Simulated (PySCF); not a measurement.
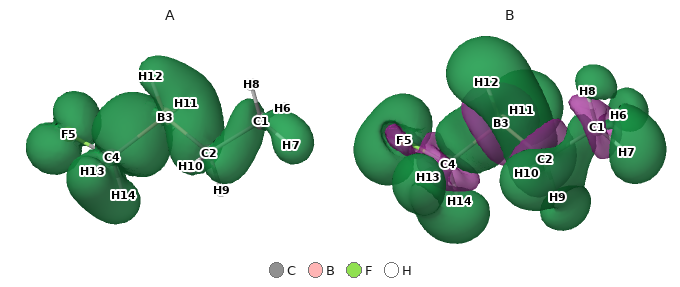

Figure 1: C$_{3}$H$_{9}$BF, charge −1, SMILES `CC[BH2-]CF`. The Fukui function f⁻ from two separate SCF calculations and the density of the HOMO, at ±0.01 e/Å³ (green positive, purple negative).

PySCF calculation, PBE/def2-SVPD, gas phase; geometry: GFN2-xTB. No frequency check shows the geometry to be a minimum.

**Which panel is which, and how good is the frozen-orbital picture?**

B is f⁻ (it has negative regions), A the HOMO density. The HOMO lies on C4 (29 %), B3 (22 %) and F5 (19 %); f⁻ (Hirshfeld-condensed) is largest on F5 (0.13), B3 (0.12) and H11 and H12 (0.10 each); the vertical detachment energy is 3.87 eV (the stability of the neutral species's solution wasn't checked). Relaxation shifts 39 % of the electron between atoms. The orbital energy is −0.90 eV.
